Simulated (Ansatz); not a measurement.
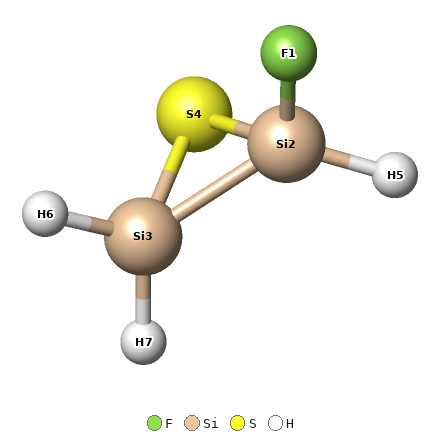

The system is FH₃SSi₂ (SMILES F[SiH]1[SiH2]S1) with the probe H; the picture shows it without the atoms that are moved over the map. The probe is moved over a plane parallel to the molecule's main plane, 3.68 Å above it. The first coordinate is: x of the probe's H atom; the second: y of the probe's H atom. Nothing is relaxed (molecule and probe rigid). The grid has 13 × 9 points. All energies are given in kJ/mol relative to molecule and probe far apart, each relaxed in its own basis (no counterpoise correction). Level of theory: Ansatz, UKS PBE0-D4/def2-SVP.

Range: x of the probe's H atom from −3.96 to 3.96 Å; y of the probe's H atom from −2.64 to 2.64 Å.

Predict the map.

The lowest grid point is at x of the probe's H atom = −1.32 Å, y of the probe's H atom = 0.66 Å [nearest 1 H at 2.97 Å], −2.43 kJ/mol from molecule and probe far apart, each relaxed in its own basis (no counterpoise correction). The bottom of the well lies between grid points, at about x of the probe's H atom = −1.55 Å, y of the probe's H atom = 0.08 Å, about 0.11 kJ/mol lower on the interpolated surface. The highest grid point, x of the probe's H atom = 0.66 Å, y of the probe's H atom = 0.00 Å [nearest 1 H at 1.73 Å], lies 7.34 kJ/mol above the lowest. Near the minimum the curvatures are about 0.0057 and 0.032 eV/Å² along the soft and the stiff direction.

| y of the probe's H atom ↓, x of the probe's H atom → | −3.96 | −3.30 | −2.64 | −1.98 | −1.32 | −0.66 | 0.00 | 0.66 | 1.32 | 1.98 | 2.64 | 3.30 | 3.96 |
| --- | --- | --- | --- | --- | --- | --- | --- | --- | --- | --- | --- | --- | --- |
| 2.64 | −0.63 | −0.79 | −0.94 | −1.13 | −1.38 | −1.55 | −1.54 | −1.39 | −1.19 | −0.99 | −0.75 | −0.53 | −0.34 |
| 1.98 | −0.74 | −0.92 | −1.09 | −1.41 | −1.85 | −2.04 | −1.75 | −1.27 | −1.04 | −1.04 | −0.97 | −0.74 | −0.48 |
| 1.32 | −0.81 | −1.04 | −1.30 | −1.75 | −2.24 | −2.02 | −0.67 | 0.67 | 0.68 | −0.23 | −0.88 | −0.89 | −0.61 |
| 0.66 | −0.85 | −1.18 | −1.59 | −2.14 | −2.43 | −1.31 | 1.60 | 3.76 | 3.16 | 1.13 | −0.48 | −0.93 | −0.72 |
| 0.00 | −0.82 | −1.24 | −1.75 | −2.33 | −2.43 | −0.73 | 2.85 | 4.91 | 3.80 | 1.61 | −0.26 | −0.92 | −0.75 |
| −0.66 | −0.74 | −1.15 | −1.69 | −2.20 | −2.34 | −1.04 | 1.79 | 3.47 | 2.68 | 1.00 | −0.45 | −0.92 | −0.72 |
| −1.32 | −0.62 | −0.99 | −1.45 | −1.90 | −2.18 | −1.71 | −0.24 | 0.97 | 0.83 | −0.07 | −0.79 | −0.89 | −0.63 |
| −1.98 | −0.48 | −0.79 | −1.17 | −1.53 | −1.83 | −1.87 | −1.44 | −0.88 | −0.71 | −0.86 | −0.92 | −0.75 | −0.49 |
| −2.64 | −0.36 | −0.58 | −0.85 | −1.13 | −1.36 | −1.49 | −1.44 | −1.25 | −1.07 | −0.93 | −0.75 | −0.54 | −0.35 |

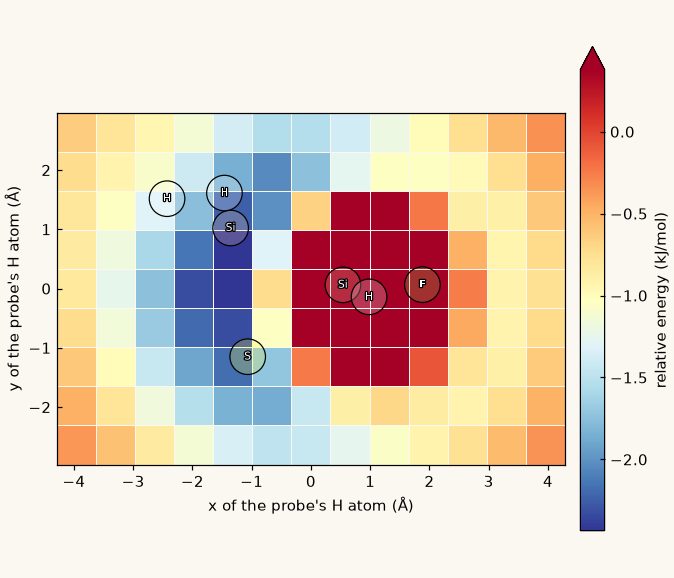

The picture shows one coloured cell a grid point, labelled circles for the molecule's atoms, projected on the plane, one colour for all values above the top of the scale.

Each point was launched as `ansatz run input.yaml --threads 1 --pin off --max-ram 2560MiB --backend cpu --events-out ev --progress --plain --runs-dir out`. Time for the 117 points that were run: 14 min on 1 thread of Arm Neoverse V1, with other jobs on the host.
